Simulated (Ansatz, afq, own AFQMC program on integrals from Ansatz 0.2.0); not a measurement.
# AlC (quartet): quantum Monte Carlo beside coupled cluster at distance Al1–C2 = 1.595 Å, cc-pVDZ, part 2 of 2

Ansatz 0.2.0, Gaussian basis, and an in-house AFQMC program (afq) on its integrals; all values are calculated; cc-pVDZ, frozen cores. The steps go on from the part before.

**12. CCSDT(Q) on UHF**

File in.yaml:

```yaml
crystal:
  periodic: [false, false, false]
  atoms:
    - {symbol: Al, position_ang: [0.000000, 0.000000, 0.000000]}
    - {symbol: C, position_ang: [0.000000, 0.000000, 1.595000]}
basis:
  gaussian: {orbitals: cc-pVDZ}
magnetization: {spin_polarized: true, initial_magnetization: 3}
correlation: {method: ccsdt_q, electrons: outside_noble_gas}
```

On the command line:

```sh
$ ansatz run in.yaml --threads 1 --pin off --events-out ev --progress --plain --max-ram 16896MiB --backend cuda --devices 0, --max-vram 18GiB
```

Standard output:

```text
Functional definition: HF
  name "HF"
  cite "Fock, Z. Phys. 61, 126 (1930) doi:10.1007/BF01340294"
  parent pbe
  exchange = exact_x
  correlation = 0
576 factors; integrals over basis functions are off by at most 1.6e-7 eV
mean field evaluation 1: about -7606.5602 eV, gradient 9.9e0 eV
mean field evaluation 2: about -7606.5635 eV, gradient 9.9e0 eV
mean field evaluation 4: about -7607.5677 eV, gradient 1.8e0 eV
mean field evaluation 8: about -7607.8330 eV, gradient 7.0e-2 eV
mean field evaluation 16: about -7607.5642 eV, gradient 1.8e0 eV
mean field evaluation 32: about -7607.8331 eV, gradient 2.6e-6 eV
mean field evaluation 64: about -7607.7230 eV, gradient 9.9e-1 eV
mean field evaluation 96: about -7607.8330 eV, gradient 9.6e-3 eV
mean field evaluation 128: about -7596.6860 eV, gradient 2.6e0 eV
mean field evaluation 160: about -7604.4420 eV, gradient 8.7e-3 eV
mean field evaluation 192: about -7606.3264 eV, gradient 1.8e0 eV
mean field evaluation 224: about -7607.8331 eV, gradient 1.1e-3 eV
mean field evaluation 256: about -7606.5791 eV, gradient 3.3e0 eV
mean field evaluation 288: about -7604.0282 eV, gradient 8.8e-3 eV
mean field -7607.83310655 eV, -279.5827098912 hartree, gradient 1.3e-6 eV, S^2 3.757395; 10 other end points of the search recorded, 0 dependent functions left out
determinant -7607.83310655 eV, -279.5827098912 hartree, with singles and doubles -7611.52661470 eV, -279.7184438120 hartree
determinant -7606.41980052 eV, -279.5307718524 hartree, with singles and doubles -7610.13062079 eV, -279.6671419821 hartree
determinant -7604.44198913 eV, -279.4580886246 hartree, with singles and doubles -7608.61945092 eV, -279.6116075140 hartree
determinant -7604.02821401 eV, -279.4428826692 hartree, with singles and doubles -7606.84780146 eV, -279.5465005969 hartree
6 core orbitals not correlated: weight in the atoms' cores, before any rotation towards them, 1.000 or more for the frozen orbitals, at most 0.000 for the correlated occupied ones
reference -7607.83310655 eV, -279.5827098912 hartree; 5, 2 occupied and 21, 24 virtual orbitals, 576 factors
second order -2.79468380 eV of doubles, -0.00000000 eV of singles
cycle   1  -3.34405118 eV  change   -5.5e-1 eV  update   8.4e-2
cycle   2  -3.70520557 eV  change   -3.6e-1 eV  update   4.5e-2
cycle   3  -3.76926152 eV  change   -6.4e-2 eV  update   2.8e-2
cycle   4  -3.80730443 eV  change   -3.8e-2 eV  update   2.0e-2
cycle   5  -3.83836860 eV  change   -3.1e-2 eV  update   1.1e-2
cycle   6  -3.84285178 eV  change   -4.5e-3 eV  update   4.3e-3
cycle   7  -3.84557794 eV  change   -2.7e-3 eV  update   1.7e-3
cycle   8  -3.84792036 eV  change   -2.3e-3 eV  update   7.1e-4
cycle   9  -3.84710299 eV  change    8.2e-4 eV  update   3.5e-4
cycle  10  -3.84724479 eV  change   -1.4e-4 eV  update   1.6e-4
cycle  11  -3.84728784 eV  change   -4.3e-5 eV  update   8.5e-5
cycle  12  -3.84728554 eV  change    2.3e-6 eV  update   3.3e-5
cycle  13  -3.84727186 eV  change    1.4e-5 eV  update   1.5e-5
cycle  14  -3.84725717 eV  change    1.5e-5 eV  update   7.1e-6
cycle  15  -3.84725640 eV  change    7.6e-7 eV  update   3.4e-6
cycle  16  -3.84725644 eV  change   -4.2e-8 eV  update   1.6e-6
cycle  17  -3.84725518 eV  change    1.3e-6 eV  update   5.7e-7
cycle  18  -3.84725468 eV  change    5.0e-7 eV  update   2.3e-7
perturbative correction -0.00753141 eV, -0.0002767744 hartree
Total energy: -7611.68789264 eV, -279.7243706673 hartree
```

Wall time 2.1 s (1 × NVIDIA H100 80GB HBM3 with 1 thread of AMD EPYC 7R13 (Zen 3), shared host); peak host memory 0.89 GiB.

From the report: ⟨S²⟩ of the determinant 3.757 (pure quartet: 3.75); correlation -3.8548 eV; T1 0.059; largest double amplitude 0.10.

**13. CCSDTQ on UHF**

Changes to in.yaml since step 12:

```diff
@@ -8,2 +8,2 @@
 magnetization: {spin_polarized: true, initial_magnetization: 3}
-correlation: {method: ccsdt_q, electrons: outside_noble_gas}
+correlation: {method: ccsdtq, electrons: outside_noble_gas}
```

The command is unchanged.

Standard output:

```text
Functional definition: HF
  name "HF"
  cite "Fock, Z. Phys. 61, 126 (1930) doi:10.1007/BF01340294"
  parent pbe
  exchange = exact_x
  correlation = 0
576 factors; integrals over basis functions are off by at most 1.6e-7 eV
mean field evaluation 1: about -7606.5602 eV, gradient 9.9e0 eV
mean field evaluation 2: about -7606.5635 eV, gradient 9.9e0 eV
mean field evaluation 4: about -7607.5677 eV, gradient 1.8e0 eV
mean field evaluation 8: about -7607.8330 eV, gradient 7.0e-2 eV
mean field evaluation 16: about -7607.5642 eV, gradient 1.8e0 eV
mean field evaluation 32: about -7607.8331 eV, gradient 2.6e-6 eV
mean field evaluation 64: about -7607.7230 eV, gradient 9.9e-1 eV
mean field evaluation 96: about -7607.8330 eV, gradient 9.6e-3 eV
mean field evaluation 128: about -7596.6860 eV, gradient 2.6e0 eV
mean field evaluation 160: about -7604.4420 eV, gradient 8.7e-3 eV
mean field evaluation 192: about -7606.3264 eV, gradient 1.8e0 eV
mean field evaluation 224: about -7607.8331 eV, gradient 1.1e-3 eV
mean field evaluation 256: about -7606.5791 eV, gradient 3.3e0 eV
mean field evaluation 288: about -7604.0282 eV, gradient 8.8e-3 eV
mean field -7607.83310655 eV, -279.5827098912 hartree, gradient 1.3e-6 eV, S^2 3.757395; 10 other end points of the search recorded, 0 dependent functions left out
determinant -7607.83310655 eV, -279.5827098912 hartree, with singles and doubles -7611.52661470 eV, -279.7184438120 hartree
determinant -7606.41980052 eV, -279.5307718524 hartree, with singles and doubles -7610.13062079 eV, -279.6671419821 hartree
determinant -7604.44198913 eV, -279.4580886246 hartree, with singles and doubles -7608.61945092 eV, -279.6116075140 hartree
determinant -7604.02821401 eV, -279.4428826692 hartree, with singles and doubles -7606.84780146 eV, -279.5465005969 hartree
6 core orbitals not correlated: weight in the atoms' cores, before any rotation towards them, 1.000 or more for the frozen orbitals, at most 0.000 for the correlated occupied ones
reference -7607.83310655 eV, -279.5827098912 hartree; 5, 2 occupied and 21, 24 virtual orbitals, 576 factors
second order -2.79468380 eV of doubles, -0.00000000 eV of singles
cycle   1  -3.34405118 eV  change   -5.5e-1 eV  update   8.4e-2
cycle   2  -3.71150743 eV  change   -3.7e-1 eV  update   4.5e-2
cycle   3  -3.77213575 eV  change   -6.1e-2 eV  update   2.9e-2
cycle   4  -3.81513723 eV  change   -4.3e-2 eV  update   2.0e-2
cycle   5  -3.84526317 eV  change   -3.0e-2 eV  update   1.2e-2
cycle   6  -3.85264075 eV  change   -7.4e-3 eV  update   5.6e-3
cycle   7  -3.85144830 eV  change    1.2e-3 eV  update   2.4e-3
cycle   8  -3.85542570 eV  change   -4.0e-3 eV  update   9.7e-4
cycle   9  -3.85537658 eV  change    4.9e-5 eV  update   4.7e-4
cycle  10  -3.85497243 eV  change    4.0e-4 eV  update   2.4e-4
cycle  11  -3.85510348 eV  change   -1.3e-4 eV  update   1.5e-4
cycle  12  -3.85512561 eV  change   -2.2e-5 eV  update   7.5e-5
cycle  13  -3.85516589 eV  change   -4.0e-5 eV  update   3.1e-5
cycle  14  -3.85515573 eV  change    1.0e-5 eV  update   1.5e-5
cycle  15  -3.85514564 eV  change    1.0e-5 eV  update   8.9e-6
cycle  16  -3.85514058 eV  change    5.1e-6 eV  update   4.6e-6
cycle  17  -3.85514101 eV  change   -4.2e-7 eV  update   1.9e-6
cycle  18  -3.85514167 eV  change   -6.6e-7 eV  update   9.6e-7
cycle  19  -3.85514209 eV  change   -4.2e-7 eV  update   4.5e-7
Total energy: -7611.68824864 eV, -279.7243837499 hartree
```

Wall time 6.5 s (1 × NVIDIA H100 80GB HBM3 with 1 thread of AMD EPYC 7R13 (Zen 3), shared host); peak host memory 0.89 GiB.

From the report: ⟨S²⟩ of the determinant 3.757 (pure quartet: 3.75); correlation -3.8551 eV; T1 0.060; largest double amplitude 0.10.

**14. Phaseless AFQMC, CISD trial on UHF**

It reads the integrals that the CCSD(T) run on this determinant wrote.

On the command line:

```sh
$ afq ham --method phaseless --trial cisd --walkers 4000 --populations 20 --least-time 60 --time-step 0.005 --steps-per-block 50 --equilibration-blocks 28 --max-blocks 4000 --target-error 0.00016 --factor-cut 1e-05 --start spin_pure --seed 2415 --release-times 0.24,0.51,0.99,1.62,2.4 --release-step 0.03 --release-every 3 --taylor-order 6
```

Standard output:

```text
orbitals 26  electrons 5 2  factors 184 of 315
reference energy -279.58270670 Eh
CCSD correlation -0.13577310 Eh in 13 cycles, weight of the determinant in the CISD state 0.8562
energy of the start -279.718455 Eh
 block  time / (1/Eh)  mean weight  energy / Eh
     1     0.250  0.9999  -279.717693
     2     0.500  1.0000  -279.718270
     3     0.750  1.0000  -279.719117
     4     1.000  0.9999  -279.719824
     5     1.250  1.0000  -279.720425
     6     1.500  0.9999  -279.721073
     7     1.750  0.9999  -279.721537
     8     2.000  1.0000  -279.721951
     9     2.250  0.9999  -279.722213
    10     2.500  1.0001  -279.722602
    11     2.750  1.0000  -279.722871
    12     3.000  1.0001  -279.722831
    13     3.250  0.9999  -279.722827
    14     3.500  0.9998  -279.722976
    15     3.750  0.9997  -279.722937
    16     4.000  1.0001  -279.723041
    17     4.250  1.0002  -279.723211
    18     4.500  0.9999  -279.723154
    19     4.750  1.0000  -279.723542
    20     5.000  0.9999  -279.723018
    21     5.250  1.0002  -279.723027
    22     5.500  1.0000  -279.723017
    23     5.750  1.0000  -279.723262
    24     6.000  0.9997  -279.723248
    25     6.250  1.0000  -279.723411
    26     6.500  1.0000  -279.723980
    27     6.750  1.0000  -279.723225
    28     7.000  1.0001  -279.723342
    29     7.250  1.0002  -279.723491
    30     7.500  1.0001  -279.723181
    31     7.750  0.9999  -279.722928
    32     8.000  0.9999  -279.723276
    33     8.250  1.0000  -279.723102
    34     8.500  0.9996  -279.723423
    35     8.750  0.9999  -279.723848
    36     9.000  1.0001  -279.723790
    37     9.250  1.0000  -279.724147
    38     9.500  1.0000  -279.723471
    39     9.750  1.0000  -279.723245
    40    10.000  0.9999  -279.723470
    41    10.250  0.9999  -279.723472
    42    10.500  1.0001  -279.723581
    43    10.750  0.9999  -279.723748
    44    11.000  0.9999  -279.723527
    45    11.250  0.9999  -279.723792
    46    11.500  1.0004  -279.723434
    47    11.750  1.0003  -279.723728
    48    12.000  1.0001  -279.723731
    49    12.250  1.0001  -279.723798
    50    12.500  1.0001  -279.723724
    51    12.750  1.0001  -279.723917
    52    13.000  1.0000  -279.724144
    53    13.250  1.0000  -279.724095
    54    13.500  1.0003  -279.723795
    55    13.750  0.9999  -279.724186
    56    14.000  1.0000  -279.724512
    57    14.250  1.0001  -279.723736
    58    14.500  0.9998  -279.723914
    59    14.750  1.0000  -279.723915
    60    15.000  1.0000  -279.723438
    61    15.250  1.0001  -279.723662
    62    15.500  1.0004  -279.723783
    63    15.750  0.9999  -279.723197
    64    16.000  1.0002  -279.723132
    65    16.250  0.9999  -279.723289
    66    16.500  1.0000  -279.723162
    67    16.750  1.0002  -279.723180
    68    17.000  0.9999  -279.723008
    69    17.250  0.9997  -279.723096
    70    17.500  0.9999  -279.723746
    71    17.750  1.0001  -279.723856
    72    18.000  1.0002  -279.724296
    73    18.250  1.0002  -279.723983
    74    18.500  1.0000  -279.723157
    75    18.750  1.0002  -279.723282
    76    19.000  1.0000  -279.723222
    77    19.250  1.0000  -279.723112
    78    19.500  1.0000  -279.723796
error from the spread of 20 populations
released: time / (1/Eh)  energy / Eh  error  mean overlap
  0.24  -279.723655  0.000104  1.0015
  0.51  -279.723846  0.000075  0.9985
  0.99  -279.724006  0.000067  0.9960
  1.62  -279.724207  0.000083  0.9934
  2.40  -279.724257  0.000091  0.9895
energy -279.723590 +/- 0.000116 Eh
```

Wall time 26 s (1 × NVIDIA H100 80GB HBM3 with 2 threads of AMD EPYC 7R13 (Zen 3), shared host); peak host memory 1.5 GiB.

Energy -7611.6667 ± 0.0032 eV. Caveats: constraint bias not in the error.

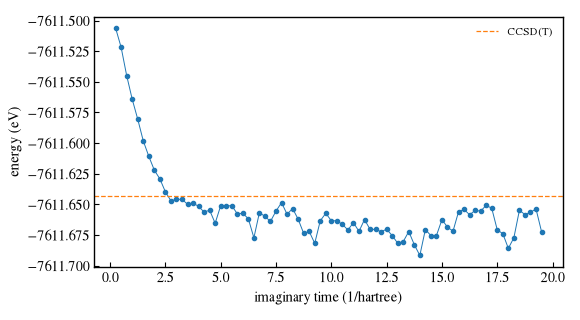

Block energies along the walk.

**15. Phaseless AFQMC, single-determinant trial on UHF**

It reads the integrals that the CCSD(T) run on this determinant wrote.

On the command line:

```sh
$ afq ham --method phaseless --trial hf --walkers 4000 --populations 20 --least-time 40 --time-step 0.005 --steps-per-block 20 --equilibration-blocks 112 --max-blocks 4000 --target-error 0.0008 --factor-cut 1e-05 --start spin_pure --seed 7982 --taylor-order 6
```

Standard output:

```text
orbitals 26  electrons 5 2  factors 184 of 315
reference energy -279.58270670 Eh
CCSD correlation -0.13577310 Eh in 13 cycles, weight of the determinant in the CISD state 0.8562
energy of the start -279.582770 Eh
 block  time / (1/Eh)  mean weight  energy / Eh
     1     0.100  1.0004  -279.604041
     2     0.200  1.0007  -279.620906
     3     0.300  1.0005  -279.633979
     4     0.400  1.0008  -279.645421
     5     0.500  1.0005  -279.655118
     6     0.600  1.0005  -279.662546
     7     0.700  1.0005  -279.669445
     8     0.800  1.0002  -279.675363
     9     0.900  1.0005  -279.680109
    10     1.000  1.0003  -279.683518
    13     1.300  1.0001  -279.692210
    17     1.700  1.0002  -279.698816
    21     2.100  1.0000  -279.705131
    25     2.500  1.0000  -279.706445
    29     2.900  1.0001  -279.710367
    33     3.300  1.0000  -279.715295
    37     3.700  1.0000  -279.716104
    41     4.100  0.9999  -279.718966
    45     4.500  1.0001  -279.717106
    49     4.900  0.9997  -279.717304
    53     5.300  0.9999  -279.715668
    57     5.700  1.0001  -279.715276
    61     6.100  0.9999  -279.717632
    65     6.500  1.0002  -279.722024
    69     6.900  0.9999  -279.719932
    73     7.300  0.9999  -279.720781
    77     7.700  1.0000  -279.720055
    81     8.100  1.0000  -279.722277
    85     8.500  0.9996  -279.719999
    89     8.900  1.0002  -279.718729
    93     9.300  1.0000  -279.719386
    97     9.700  1.0001  -279.719287
   101    10.100  0.9999  -279.717019
   105    10.500  1.0001  -279.718572
   109    10.900  1.0001  -279.720395
   113    11.300  0.9999  -279.723366
   117    11.700  1.0000  -279.721567
   121    12.100  1.0004  -279.723901
   125    12.500  0.9999  -279.723034
   129    12.900  1.0000  -279.720831
   133    13.300  1.0000  -279.725030
   137    13.700  0.9998  -279.721366
   141    14.100  1.0000  -279.719982
   145    14.500  1.0000  -279.717993
   149    14.900  1.0001  -279.719136
   153    15.300  1.0002  -279.721312
   157    15.700  0.9999  -279.721272
   161    16.100  1.0000  -279.720682
   165    16.500  1.0002  -279.719977
   169    16.900  1.0003  -279.725570
   173    17.300  1.0000  -279.721148
   177    17.700  1.0000  -279.720895
   181    18.100  1.0001  -279.723013
   185    18.500  1.0003  -279.723454
   189    18.900  1.0001  -279.721573
error from the spread of 20 populations
energy -279.721859 +/- 0.000648 Eh
```

Run time: 12 s. Hardware: 1 × NVIDIA H100 80GB HBM3 with 2 threads of AMD EPYC 7R13 (Zen 3), shared host; peak host memory 1.5 GiB.

Energy -7611.6196 ± 0.0176 eV. Caveats: constraint bias not in the error.

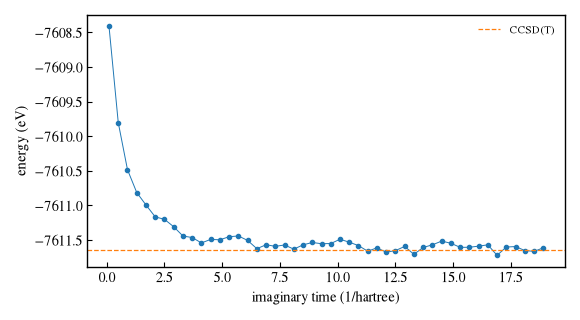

Block energies along the walk.

**16. Free-projection AFQMC, CISD trial on UHF**

It reads the integrals that the CCSD(T) run on this determinant wrote.

On the command line:

```sh
$ afq ham --method free --trial cisd --walkers 4000 --time-step 0.03 --max-blocks 4000 --target-error 0.00032 --factor-cut 1e-05 --seed 1595 --times 0,0.3,0.6,1.2,1.8,2.4,3.6,4.8,6 --taylor-order 8
```

Standard output:

```text
orbitals 26  electrons 5 2  factors 184 of 315
reference energy -279.58270670 Eh
CCSD correlation -0.13577310 Eh in 13 cycles, weight of the determinant in the CISD state 0.8562
repeat  energy at the last time / Eh  error
    10  -279.723910  0.000160
    20  -279.724119  0.000123
    30  -279.724179  0.000106
time / (1/Eh)  energy / Eh  error  mean overlap
  0.00  -279.718461  0.000016  1.1679
  0.30  -279.721027  0.000021  1.1681
  0.60  -279.722222  0.000022  1.1710
  1.20  -279.723275  0.000041  1.1744
  1.80  -279.723684  0.000035  1.1772
  2.40  -279.723877  0.000029  1.1817
  3.60  -279.724154  0.000055  1.1880
  4.80  -279.724189  0.000055  1.1936
  6.00  -279.724167  0.000103  1.1991
energy -279.724167 +/- 0.000103 Eh
```

Wall time 18 s (1 × NVIDIA H100 80GB HBM3 with 2 threads of AMD EPYC 7R13 (Zen 3), shared host); peak host memory 1.5 GiB.

Energy -7611.6824 ± 0.0028 eV. Caveats: remainder of the start not in the error.

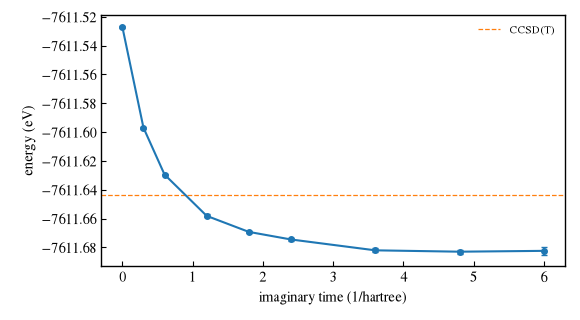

Energy against projection time, with error bars.

**17. Free-projection AFQMC, CID trial on UHF (settings varied)**

It reads the integrals that the CCSD(T) run on this determinant wrote.

On the command line:

```sh
$ afq ham --method free --trial cid --walkers 100 --time-step 0.01 --max-blocks 30 --target-error 0.00064 --factor-cut 0.001 --seed 7353 --times 0.0,0.5,1.0,2.0,3.0,4.0 --taylor-order 10
```

Standard output:

```text
orbitals 26  electrons 5 2  factors 127 of 315
reference energy -279.58270670 Eh
CCSD correlation -0.13576597 Eh in 13 cycles, weight of the determinant in the CISD state 0.8562
repeat  energy at the last time / Eh  error
    10  -279.723166  0.000630
    20  -279.724586  0.000692
    30  -279.724151  0.000584
time / (1/Eh)  energy / Eh  error  mean overlap
  0.00  -279.718596  0.000143  1.1276
  0.50  -279.722582  0.000132  1.1285
  1.00  -279.723357  0.000244  1.1211
  2.00  -279.723751  0.000429  1.1125
  3.00  -279.723894  0.000502  1.1128
  4.00  -279.724151  0.000584  1.1014
energy -279.724151 +/- 0.000584 Eh
```

It took 22 s on 1 × NVIDIA H100 80GB HBM3 with 2 threads of AMD EPYC 7R13 (Zen 3), shared host; peak host memory 1.5 GiB.

Energy -7611.6819 ± 0.0159 eV. Caveats: remainder of the start not in the error.

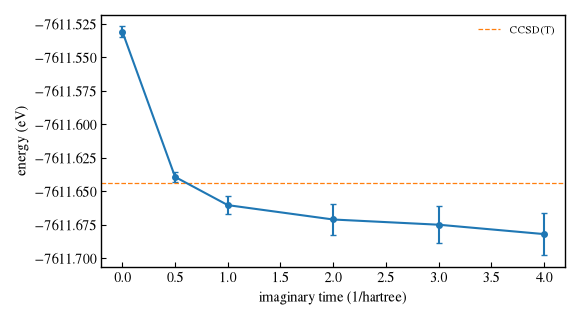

Energy against projection time, with error bars.

**18. Free-projection AFQMC, CISD trial on UHF (settings varied)**

It reads the integrals that the CCSD(T) run on this determinant wrote.

On the command line:

```sh
$ afq ham --method free --trial cisd --walkers 100 --time-step 0.01 --max-blocks 60 --target-error 0.00064 --factor-cut 0.0001 --seed 8092 --times 0.0,0.2,0.4,0.8,1.2 --taylor-order 8
```

Standard output:

```text
orbitals 26  electrons 5 2  factors 154 of 315
reference energy -279.58270670 Eh
CCSD correlation -0.13577161 Eh in 13 cycles, weight of the determinant in the CISD state 0.8562
repeat  energy at the last time / Eh  error
    10  -279.723328  0.000406
    20  -279.723260  0.000266
    30  -279.723404  0.000200
time / (1/Eh)  energy / Eh  error  mean overlap
  0.00  -279.718507  0.000112  1.1678
  0.20  -279.720521  0.000129  1.1643
  0.40  -279.721430  0.000144  1.1730
  0.80  -279.722754  0.000154  1.1661
  1.20  -279.723464  0.000203  1.1687
energy -279.723464 +/- 0.000203 Eh
```

It took 6.7 s on 1 × NVIDIA H100 80GB HBM3 with 2 threads of AMD EPYC 7R13 (Zen 3), shared host; peak host memory 1.5 GiB.

Energy -7611.6632 ± 0.0055 eV. The run doesn't count as converged. Caveats: remainder of the start not in the error; start not forgotten.

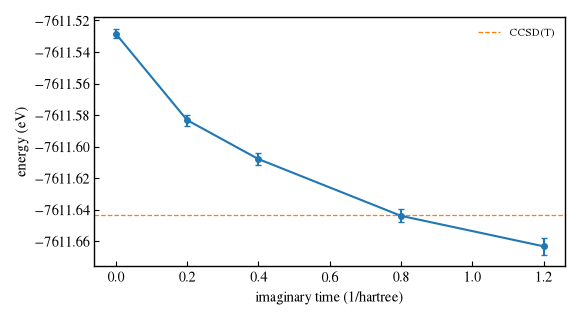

Energy against projection time, with error bars.

**19. All levels side by side**

The full CI on restricted orbitals is not used as the yardstick for these unrestricted rows.

On the UHF determinant, counted from CCSDTQ (a yardstick, not exact):

| level | energy (eV) | from CCSDTQ (meV) | statistical error (meV) | time |
| --- | --- | --- | --- | --- |
| HF | -7607.8330 | +3855.2 |  |  |
| MP2 | -7610.6277 | +1060.6 |  |  |
| CCSD | -7611.5276 | +160.7 |  |  |
| CCSD(T) | -7611.6434 | +44.8 |  |  |
| CCSDT(Q) | -7611.6879 | +0.4 |  |  |
| CCSDTQ | -7611.6882 | 0.0 |  |  |
| Phaseless AFQMC, CISD trial, step 0.005, 4000 walkers | -7611.6667 | +21.6 | 3.2 | 26 s |
| Phaseless AFQMC, single-determinant trial, step 0.005, 4000 walkers | -7611.6196 | +68.7 | 17.6 | 12 s |
| Free-projection AFQMC, CISD trial, step 0.03, 4000 walkers | -7611.6824 | +5.9 | 2.8 | 18 s |
| Free-projection AFQMC, CID trial, step 0.01, 100 walkers | -7611.6819 | +6.3 | 15.9 | 22 s |

The functionals' totals stand on their own zeros and serve differences with other points: PBE -7621.347 eV; r2SCAN -7625.120 eV; PBE0 -7622.083 eV; B3LYP -7627.086 eV; wB97M-V -7625.855 eV; B2PLYP -7622.190 eV.

**20. What came out**

The summary covers parts 1 to 2.

| quantity | value |
| --- | --- |
| CCSD(T) on UHF from CCSDTQ | +44.8 meV |
| Phaseless AFQMC, CISD trial on UHF from CCSDTQ | +21.6 ± 3.2 meV |
| Phaseless AFQMC, single-determinant trial on UHF from CCSDTQ | +68.7 ± 17.6 meV |
| Free-projection AFQMC, CISD trial on UHF from CCSDTQ | +5.9 ± 2.8 meV |

What this shows: On UHF the phaseless walk with the CISD trial lies +21.6 meV from CCSDTQ, 7 times its error bar. Free projection has no constraint; at the last time it gives +5.9 ± 2.8 meV, and from a start that isn't spin pure other spins can mix in. Error bars are statistical and leave out the constraint, the time step and what remains of the start.
